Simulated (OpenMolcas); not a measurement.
## Run report: Se³⁺, multiconfigurational calculation

System: Se³⁺.
Method: state-averaged XMS-RASPT2, IPEA shift 0, imaginary shift 0.1 hartree, closed shells 3d correlated, active space 3 electrons in the shells 4s 4p 4d; RAS3 4d with at most 2 electrons, basis ANO-R2, X2C scalar Hamiltonian, spin-orbit coupling by RASSI with atomic mean-field integrals (OpenMolcas).

**Key numbers**

| quantity | value |
| --- | --- |
| outcome | converged |
| lowest level | 4s² 4p ²P°₁/₂ |
| first excited level | 4s² 4p ²P°₃/₂, 3,851 cm⁻¹ (measured: 4,376) |
| energy of the lowest spin-free term | −2426.43102 hartree |
| energy of the lowest spin-orbit level | −2426.44272 hartree |
| CASPT2 correlation energy | −0.4652 hartree |
| largest spread among components of a term | 24.5 cm⁻¹ |
| lowest reference weight | 0.964 |
| hardware | 1 CPU thread, shared host |
| wall time | 13 s |

**Remarks**

To bear in mind: extra active shells serve correlation only, their own levels not computed; only configurations of the active space are included.

**Input file**
```
&GATEWAY
Coord
1

Se 0.0 0.0 0.0
Basis=ANO-R2
Group=XYZ
NoMove
AngMom=0.0 0.0 0.0
AMFI
&SEWARD
&RASSCF
FileOrb=start.orb
Symmetry=2
Spin=4
nActEl=3 0 0
Inactive=8 6
Ras2=1 3
CIRoot=1 1 1
SDav=1
CIMx=300
Iter=120 100
PrWF=0.3
OrbListing=Nothing
MaxOrb=0
Atom
>>> COPY $Project.JobIph JOBPRE
&RASSCF
FileOrb=start.orb
Symmetry=2
Spin=4
nActEl=3 0 2
Inactive=8 6
Ras2=1 3
Ras3=5 0
CIRoot=1 1 1
SDav=46
CIMx=300
Iter=120 100
PrWF=0.3
OrbListing=Nothing
MaxOrb=0
Thrs=2.0e-7 1.0e-1 5.0e-4
Atom
>>> COPY $Project.JobIph JOB001
&RASSCF
FileOrb=start.orb
Symmetry=2
Spin=2
nActEl=3 0 2
Inactive=8 6
Ras2=1 3
Ras3=5 0
CIRoot=11 11 1
SDav=116
CIMx=300
Iter=120 100
PrWF=0.3
OrbListing=Nothing
MaxOrb=0
Thrs=2.0e-7 1.0e-1 5.0e-4
Atom
>>> COPY $Project.JobIph JOB002
&RASSCF
FileOrb=start.orb
Symmetry=1
Spin=4
nActEl=3 0 2
Inactive=8 6
Ras2=1 3
Ras3=5 0
CIRoot=3 3 1
SDav=28
CIMx=300
Iter=120 100
PrWF=0.3
OrbListing=Nothing
MaxOrb=0
Thrs=2.0e-7 1.0e-1 5.0e-4
Atom
>>> COPY $Project.JobIph JOB003
&RASSCF
FileOrb=start.orb
Symmetry=1
Spin=2
nActEl=3 0 2
Inactive=8 6
Ras2=1 3
Ras3=5 0
CIRoot=9 9 1
SDav=84
CIMx=300
Iter=120 100
PrWF=0.3
OrbListing=Nothing
MaxOrb=0
Thrs=2.0e-7 1.0e-1 5.0e-4
Atom
>>> COPY $Project.JobIph JOB004
&RASSI
NrOfJobIphs=4 1 11 3 9
1
1 2 3 4 5 6 7 8 9 10 11
1 2 3
1 2 3 4 5 6 7 8 9
IphNames
JOB001
JOB002
JOB003
JOB004
EJob
SpinOrbit
DIPRint=1.0
SOCoupling=1000.0
Subsets=2
MEES
Property=10
'ANGMOM' 1 'ANGMOM' 2 'ANGMOM' 3 'MLTPL  1' 1 'MLTPL  1' 2 'MLTPL  1' 3
'AMFI' 1 'AMFI' 2 'AMFI' 3 'MLTPL  2' 6
SOProperty=3
'ANGMOM' 1 'ANGMOM' 2 'ANGMOM' 3
>>> COPY JOB001 $Project.JobIph
&CASPT2
Multistate=1 1
Frozen=3 6
IPEA=0.0
Imaginary=0.1
MaxIter=60
WThr=0.0 0.3 0.05
PrWF=0.5
NoMix
>>> COPY JOB002 $Project.JobIph
&CASPT2
XMultistate=11 1 2 3 4 5 6 7 8 9 10 11
Frozen=3 6
IPEA=0.0
Imaginary=0.1
MaxIter=60
WThr=0.0 0.3 0.05
PrWF=0.5
NoMix
>>> COPY JOB003 $Project.JobIph
&CASPT2
XMultistate=3 1 2 3
Frozen=3 6
IPEA=0.0
Imaginary=0.1
MaxIter=60
WThr=0.0 0.3 0.05
PrWF=0.5
NoMix
>>> COPY JOB004 $Project.JobIph
&CASPT2
XMultistate=9 1 2 3 4 5 6 7 8 9
Frozen=3 6
IPEA=0.0
Imaginary=0.1
MaxIter=60
WThr=0.0 0.3 0.05
PrWF=0.5
NoMix
```

The file start.orb holds starting orbitals from an earlier step. A driver script formed the levels outside the program, from RASSI's spin-orbit matrix and the CASPT2 energies (for multi-state variants, the effective Hamiltonian), averaged over the components of each term or state. The log and the time are those of the CASPT2 step.

Command:
```bash
OMP_NUM_THREADS=1 MOLCAS_MEM=1689 MOLCAS_PROJECT=a pymolcas a.inp > a.log  # once for each step of the input, in one work folder
```

**Output (extracts)**
```
--- CASPT2 ---
Orbital specifications:
      -----------------------

      Symmetry species                           1   2
                                                ag  au
      Frozen orbitals                            3   6
      Inactive orbitals                          5   0
      Active orbitals                            6   3
      Secondary orbitals                        21  30
      Deleted orbitals                           0   0
      Number of basis functions                 35  39
Type of calculation                        SS-CASPT2
      Fock operator                              state-specific
      IPEA shift                                 0.00
      Real shift                                 0.00
      Imaginary shift                            0.10
      The input orbitals will be transformed to quasi-canonical
Reference energy:       -2425.0421300787
      E2 (Non-variational):      -0.4567849031
      Shift correction:          -0.0000322678
      E2 (Variational):          -0.4568171709
      Total energy:           -2425.4989472496
      Residual norm:              0.0000001595
      Reference weight:           0.97098
      Contributions to the CASPT2 correlation energy
      Active & Virtual Only:         -0.0037631356
      One Inactive Excited:          -0.0719864960
      Two Inactive Excited:          -0.3810352715
::    CASPT2 Root  1     Total energy:  -2425.49894725
--- CASPT2 ---
Orbital specifications:
      -----------------------

      Symmetry species                           1   2
                                                ag  au
      Frozen orbitals                            3   6
      Inactive orbitals                          5   0
      Active orbitals                            6   3
      Secondary orbitals                        21  30
      Deleted orbitals                           0   0
      Number of basis functions                 35  39
Type of calculation                        XMS-CASPT2
      Fock operator                              state-average
      IPEA shift                                 0.00
      Real shift                                 0.00
      Imaginary shift                            0.10
      The input orbitals will be transformed to quasi-canonical
      The input states will be rotated to diagonalize the Fock operator
Reference energy:       -2425.9658001631
      E2 (Non-variational):      -0.4689584083
      Shift correction:          -0.0000420005
      E2 (Variational):          -0.4690004088
      Total energy:           -2426.4348005719
      Residual norm:              0.0000009080
      Reference weight:           0.96841
      Contributions to the CASPT2 correlation energy
      Active & Virtual Only:         -0.0141097411
      One Inactive Excited:          -0.0725013109
      Two Inactive Excited:          -0.3823473563
Reference energy:       -2425.9658001631
      E2 (Non-variational):      -0.4689584083
      Shift correction:          -0.0000420005
      E2 (Variational):          -0.4690004088
      Total energy:           -2426.4348005719
      Residual norm:              0.0000009080
      Reference weight:           0.96841
      Contributions to the CASPT2 correlation energy
      Active & Virtual Only:         -0.0141097411
      One Inactive Excited:          -0.0725013109
      Two Inactive Excited:          -0.3823473563
::    XMS-CASPT2 Root  1     Total energy:  -2426.43102063
::    XMS-CASPT2 Root  2     Total energy:  -2426.43102063
::    XMS-CASPT2 Root  3     Total energy:  -2426.43102063
::    XMS-CASPT2 Root  4     Total energy:  -2425.51656845
::    XMS-CASPT2 Root  5     Total energy:  -2425.51656530
::    XMS-CASPT2 Root  6     Total energy:  -2425.51656239
::    XMS-CASPT2 Root  7     Total energy:  -2425.51655997
::    XMS-CASPT2 Root  8     Total energy:  -2425.51655744
::    XMS-CASPT2 Root  9     Total energy:  -2425.41590249
::    XMS-CASPT2 Root 10     Total energy:  -2425.41590249
::    XMS-CASPT2 Root 11     Total energy:  -2425.41590249
--- CASPT2 ---
Orbital specifications:
      -----------------------

      Symmetry species                           1   2
                                                ag  au
      Frozen orbitals                            3   6
      Inactive orbitals                          5   0
      Active orbitals                            6   3
      Secondary orbitals                        21  30
      Deleted orbitals                           0   0
      Number of basis functions                 35  39
Type of calculation                        XMS-CASPT2
      Fock operator                              state-average
      IPEA shift                                 0.00
      Real shift                                 0.00
      Imaginary shift                            0.10
      The input orbitals will be transformed to quasi-canonical
      The input states will be rotated to diagonalize the Fock operator
Reference energy:       -2425.6295124913
      E2 (Non-variational):      -0.4446681525
      Shift correction:          -0.0000276998
      E2 (Variational):          -0.4446958523
      Total energy:           -2426.0742083436
      Residual norm:              0.0000001970
      Reference weight:           0.97298
      Contributions to the CASPT2 correlation energy
      Active & Virtual Only:         -0.0035846898
      One Inactive Excited:          -0.0587861674
      Two Inactive Excited:          -0.3822972953
Reference energy:       -2425.6295124913
      E2 (Non-variational):      -0.4446681525
      Shift correction:          -0.0000276998
      E2 (Variational):          -0.4446958523
      Total energy:           -2426.0742083436
      Residual norm:              0.0000001970
      Reference weight:           0.97298
      Contributions to the CASPT2 correlation energy
      Active & Virtual Only:         -0.0035846898
      One Inactive Excited:          -0.0587861674
      Two Inactive Excited:          -0.3822972953
::    XMS-CASPT2 Root  1     Total energy:  -2426.07420834
::    XMS-CASPT2 Root  2     Total energy:  -2426.07420834
::    XMS-CASPT2 Root  3     Total energy:  -2426.07420834
--- CASPT2 ---
Orbital specifications:
      -----------------------

      Symmetry species                           1   2
                                                ag  au
      Frozen orbitals                            3   6
      Inactive orbitals                          5   0
      Active orbitals                            6   3
      Secondary orbitals                        21  30
      Deleted orbitals                           0   0
      Number of basis functions                 35  39
Type of calculation                        XMS-CASPT2
      Fock operator                              state-average
      IPEA shift                                 0.00
      Real shift                                 0.00
      Imaginary shift                            0.10
      The input orbitals will be transformed to quasi-canonical
      The input states will be rotated to diagonalize the Fock operator
Reference energy:       -2425.5124994258
      E2 (Non-variational):      -0.4580174735
      Shift correction:          -0.0000675813
      E2 (Variational):          -0.4580850548
      Total energy:           -2425.9705844807
      Residual norm:              0.0000005675
      Reference weight:           0.96731
      Contributions to the CASPT2 correlation energy
      Active & Virtual Only:         -0.0138855959
      One Inactive Excited:          -0.0625837440
      Two Inactive Excited:          -0.3815481336
Reference energy:       -2425.5124994258
      E2 (Non-variational):      -0.4580173097
      Shift correction:          -0.0000675811
      E2 (Variational):          -0.4580848908
      Total energy:           -2425.9705843166
      Residual norm:              0.0000005689
      Reference weight:           0.96731
      Contributions to the CASPT2 correlation energy
      Active & Virtual Only:         -0.0138855882
      One Inactive Excited:          -0.0625835790
      Two Inactive Excited:          -0.3815481425
::    XMS-CASPT2 Root  1     Total energy:  -2425.97063547
::    XMS-CASPT2 Root  2     Total energy:  -2425.97062238
::    XMS-CASPT2 Root  3     Total energy:  -2425.97059689
::    XMS-CASPT2 Root  4     Total energy:  -2425.97054456
::    XMS-CASPT2 Root  5     Total energy:  -2425.97052391
::    XMS-CASPT2 Root  6     Total energy:  -2425.85501829
::    XMS-CASPT2 Root  7     Total energy:  -2425.82236335
::    XMS-CASPT2 Root  8     Total energy:  -2425.82236335
::    XMS-CASPT2 Root  9     Total energy:  -2425.82236335
```

**Spin-orbit levels, grouped by J and assigned**

```csv
Configuration,Level,E (cm⁻¹),LS purity (%),Landé g
4s² 4p,²P°₁/₂,0,100,0.666
4s² 4p,²P°₃/₂,"3,851",100,1.334
4s 4p²,⁴P₁/₂,"78,470",100,2.668
4s 4p²,⁴P₃/₂,"79,960",100,1.734
4s 4p²,⁴P₅/₂,"82,070",99,1.599
4s 4p²,²D₃/₂,"103,500",100,0.801
4s 4p²,²D₅/₂,"103,800",99,1.203
4s 4p²,²S₁/₂,"128,500",90,1.870
4s 4p²,²P₁/₂,"135,100",90,0.801
4s 4p²,²P₃/₂,"137,100",100,1.333
```

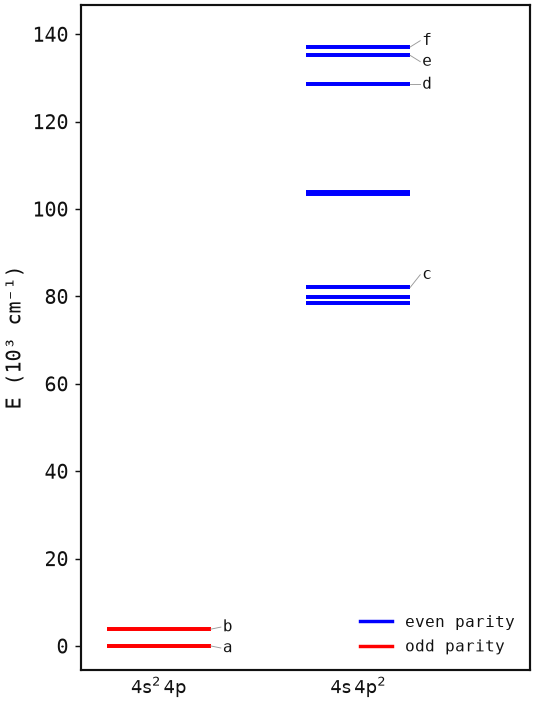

Fig. 1: The lowest computed levels of Se³⁺ (selenium, Z = 34), 6 of them lettered. a: 4s² 4p ²P°₁/₂ at 0; b: 4s² 4p ²P°₃/₂ at 3,850 cm⁻¹; c: 4s 4p² ⁴P₅/₂ at 82,100 cm⁻¹; d: 4s 4p² ²S₁/₂ at 128,000 cm⁻¹; e: 4s 4p² ²P₁/₂ at 135,000 cm⁻¹; f: 4s 4p² ²P₃/₂ at 137,000 cm⁻¹.

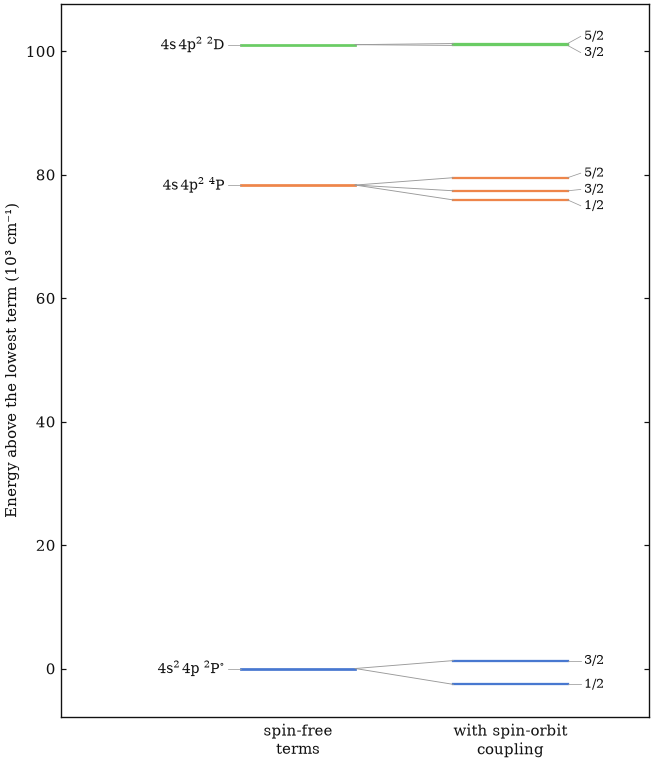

Fig. 2: Terms of Se³⁺ (selenium, Z = 34) without and with spin-orbit coupling; numbers at the right are J. 4s² 4p ²P° (at 0) splits over 3,850 cm⁻¹ into J = 1/2, 3/2 from the bottom up (normal); 4s 4p² ⁴P (at 78,300 cm⁻¹) splits over 3,600 cm⁻¹ into J = 1/2, 3/2, 5/2 from the bottom up (normal); 4s 4p² ²D (at 101,000 cm⁻¹) splits over 306 cm⁻¹ into J = 3/2, 5/2 from the bottom up (normal). The ground level lies 2,570 cm⁻¹ below the lowest term.
